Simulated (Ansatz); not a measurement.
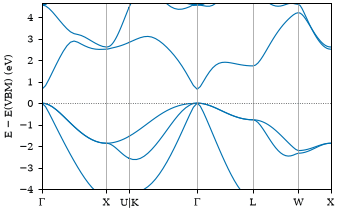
Band structure from DFT-PBEsol in the program Ansatz with PAW potentials

Task: Read off the gap and where the band edges lie.

Result: About 0.6 eV (0.65 eV by a search for the band edges); maximum at Γ, minimum at Γ.

Task: Which compound is it?
(A) ZnS, zinc blende
(B) ZnSe, zinc blende
(C) CdTe, zinc blende
(D) GaN, zinc blende

Result: C, CdTe, zinc blende

Space group F-43m (zinc blende). The cell was relaxed with PBEsol under the symmetry of its start. Spin–orbit coupling is left out wherever it is not named.

Potentials: the earlier of the program's two PAW sets. The files were generated under PBE; for other functionals the program regenerates the frozen cores, and for LDA and PBEsol the local potential too.
